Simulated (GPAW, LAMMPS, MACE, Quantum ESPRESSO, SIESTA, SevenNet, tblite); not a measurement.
# Predicting plane-wave site energies from SIESTA DZP, PBE: C in place of Si in amorphous Si0.30C0.70 (96 atoms)

Density of this cell: 2.83 g/cm³. The cell holds 96 atoms: 29 Si and 67 C. Cell: a = 9.833 Å, b = 9.833 Å, c = 9.833 Å, α = 90.0°, β = 90.0°, γ = 90.0°. 96 atoms (29 Si, 67 C) placed at random at 2.83 g/cm³, melted at 4500 K for 10 ps at fixed volume with the Erhart-Albe potential (Erhart and Albe, Phys. Rev. B 71, 035211 (2005)). Quenched from 4500 K to 500 K at 50 K/ps and fixed volume, held 5 ps, then minimised at fixed cell. Then the atoms were relaxed with MACE MP-0b3 medium in the fixed cell.

Calculated with Quantum ESPRESSO 7.5: PBE; plane waves, SSSP efficiency, 45/360 Ry; k-points Γ. The cheaper level is PBE; DZP orbitals, shift 0.01 Ry, mesh 300 Ry; k-points Γ. Each row is one cell with C in place of Si, relaxed with MACE MP-0b3 medium; both levels solve the same cells, and energies are counted from site Si9 at each level.

| energy from SIESTA DZP, PBE (eV) | energy from plane waves (eV) | site |
| --- | --- | --- |
| 0.000 | 0 | Si9 |
| 1.482 | 1.502 | Si1 |
| 1.505 | 1.615 | Si19 |
| 2.389 | ? | ? |
| 2.699 | 2.998 | Si26 |

**Question.** Fit a straight line to the rows given and interpolate to the withheld row.

Worked fit:

Take u as the energy from SIESTA DZP, PBE and v as that from plane waves.

```
 u (eV)   v (eV)
      0        0
1.48183  1.50196
1.50505  1.61513
2.69931  2.99750
```

With n = 4: mean u = 1.42155, mean v = 1.52865, Σ(u − ū)² = 3.6641, Σ(u − ū)(v − v̄) = 4.0555. Slope b = 4.0555 / 3.6641 = 1.1068; intercept a = v̄ − b ū = -0.044759.

At the withheld site u = 2.389, and v = a + b u.

Prediction at 2.389: 2.599 eV. The run gave 2.200 eV, so the fit is high by 0.40 eV (18 % of the value).

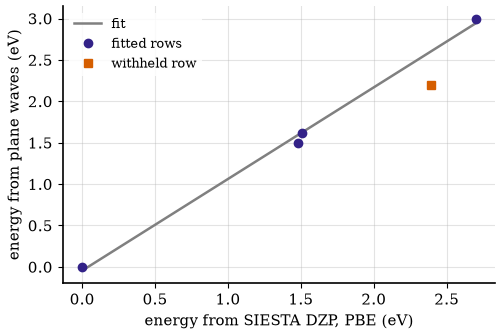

The fit, the rows that it rests on and the withheld row.

The slope of 1.1 says that SIESTA DZP, PBE spreads the sites about as widely as plane waves do. Taken as it stands, without the line, its value misses the withheld site by 0.19 eV. Among the rows given, the largest miss of the fit is at 1.482, by 0.093 eV (3.1 % of the range of the table).

Limits: Few sites, one cell. The geometries are those of MACE MP-0b3 medium, not of DFT.

[Logs are printed without paths, hosts, clocks, repeated set-up lines and the standing remarks that a program may print on its own settings, such as how far it seeks lower states.]

[Hosts, paths, dates, database ids (printed as entryN), source tags and the programs' standing remarks are cut or masked in the printed files.]
